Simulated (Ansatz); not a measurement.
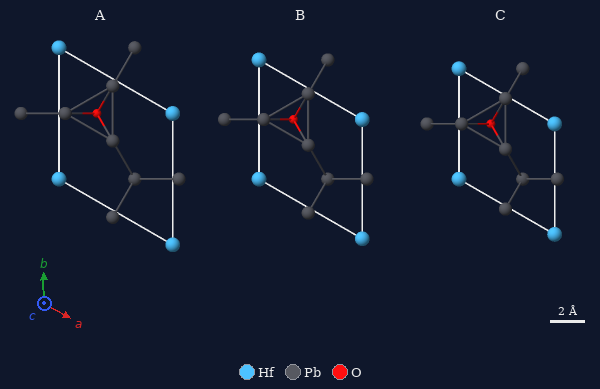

3 geometries from one relaxation of crystalline HfPb$_{4}$O (a generated structure, set up in P-6m2), in shuffled order. A ball-and-stick model of the cell of the calculation, seen along the c axis.

All numbers below come from Ansatz, DFT PBE, scalar-relativistic, plane waves, PAW. Settings: plane-wave cutoff 420 eV; k-point mesh 6 × 6 × 8; occupations gaussian; smearing width 0.1 eV; no spin polarisation; cell and atoms relaxed; force threshold 0.01 eV/Å; at most 80 steps.

Q: Put them in the order of the run, from the start to the converged end.

A: C, B, A. They are steps 0, 3, 13, at +122 meV per atom, +70.7 meV per atom relative to the last. The energy falls by 122 meV per atom in 9 accepted moves (13 points after the start). The largest force component goes from 0.15 to 0.00033 eV/Å. The pressure goes from 0.62 to 0.03 GPa. The line search rejected the trial steps at points 6, 10 of the run. The SCF was repeated twice at an unchanged geometry on a basis and grid sized afresh for the cell, which shifted the energy by 19.3 meV per atom at most. The largest moves relative to the cell, 0.18 Å, are those of Pb atoms. Hf and O stay in place. The volume changes by +8.7 %, with a = b 6.547 → 7.785 Å (+18.9 %), c 4.472 → 3.440 Å (−23.1 %). Near-neighbour distances that change, for instance: Hf–Hf 4.472 → 3.440 Å, O–Pb 2.828 → 2.548 Å, Pb–Pb 2.999 → 3.257 Å, Pb–Pb 3.032 → 3.129 Å. Among the angles between lasting bonds that change: Pb–Pb–Pb 95.0° → 66.7°, Pb–Pb–Pb 71.6° → 92.7°, Pb–Pb–Pb 125.8° → 136.3°. The space group stays P-6m2 (No. 187).
